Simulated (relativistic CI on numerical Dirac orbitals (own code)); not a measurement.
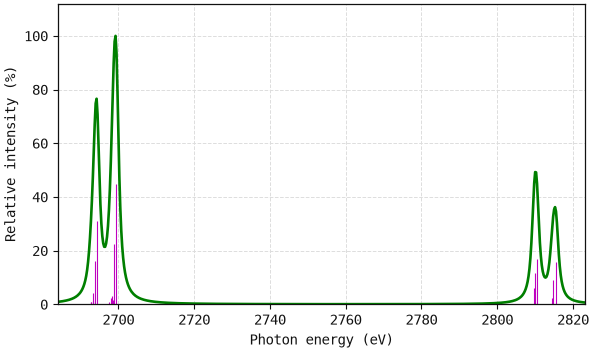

L₂,₃ X-ray absorption of Tc⁷⁺, [Kr], in a field of D4h symmetry with 10Dq = 40,900, Ds = 1,710, Dt = −40 cm⁻¹. Sticks are the strongest transitions, on a scale of their own. Multiplet model: relativistic Dirac–Coulomb–Breit theory, one configuration a step, Slater integrals scaled by 1, 300 K, Voigt broadening (Lorentzian 1.6 eV, Gaussian 0.5 eV full widths), computed with a radial Dirac CI code.

Describe the spectrum.

Answer. The main maxima lie at 2694.2 eV (77), 2699.2 eV (100), 2810.1 eV (49) and 2815.2 eV (36), heights in % of the largest; the centroid is at 2734.3 eV. The lower edge holds 0.68 of the intensity (branching ratio, edges parted at 2754 eV), and the core spin-orbit splitting of the orbitals is 121 eV. The ground state has S = 0.00.

Caveat: free-ion energies, so absolute edge positions are off by a few eV from solids.
